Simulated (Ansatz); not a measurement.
TaH

The calculation's input:

```
crystal:
  lattice:
    - [3.3567057991, 0.0, 0.0]
    - [0.0, 3.3567057991, 0.0]
    - [0.0, 0.0, 3.7014433917]
  atoms:
    - { symbol: Ta, position: [0.0, 0.5, 0.2655019754] }
    - { symbol: Ta, position: [0.5, 0.0, 0.7344980246] }
    - { symbol: H, position: [0.0, 0.0, 0.0] }
    - { symbol: H, position: [0.5, 0.5, 0.0] }
basis:
  ecutwfc: 420
kpoints:
  mp_grid: { grid: [14, 14, 12] }
hamiltonian:
  xc: pbe
scf:
  occupations: { method: gaussian, width: 0.1 }
output:
  forces: true
  stress: true
  eigenvalues: true
  write_density: true
  write_potential: true
  elf: true
  volumetric_format: npy
relax:
  adjacent_minimum: "off"
  f_tol: 0.01
  max_steps: 80
  cell: { stress_tol: 0.05 }
```

Command:

```sh
ansatz run input.yaml --threads 1 --pin off --max-ram 2560MiB --backend cpu --events-out ev --progress --plain --runs-dir out
```

Below, planes, directions and counts refer to the conventional cell (a = 3.39 Å, b = 3.39 Å, c = 3.62 Å, α = 90.00°, β = 90.00°, γ = 90.00°).

The fields are those of the relaxed geometry.

Space group P4/nmm; started from the litharge_129 prototype, which need not be the ambient phase.

All numbers below come from DFT PBE, scalar-relativistic, plane waves, PAW in Ansatz 0.2.0.

What can the converged valence pseudo-density and electron localisation function tell about the bonding?

Answer. Ta–H (1.95 Å): ρ at the midpoint is about 0.72 e/Å³; the ELF climbs to about 1 towards the hydrogen.

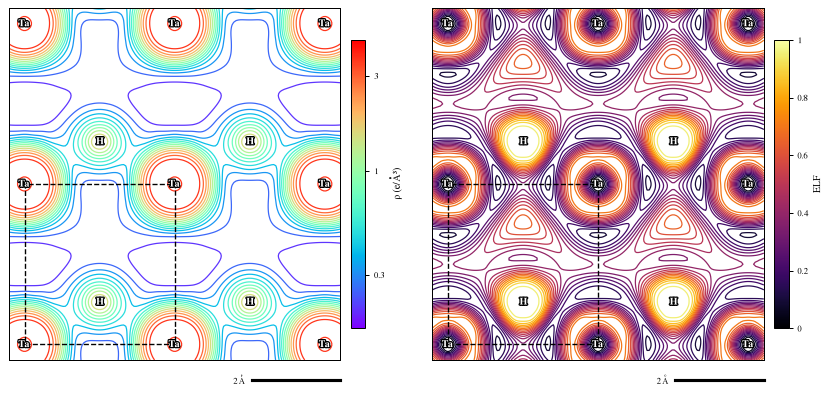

Computed valence pseudo-density and electron localisation function on the (100) plane of the conventional cell, in this order. 

In a PAW calculation such maps are meaningful between the atoms, not at the nuclei.
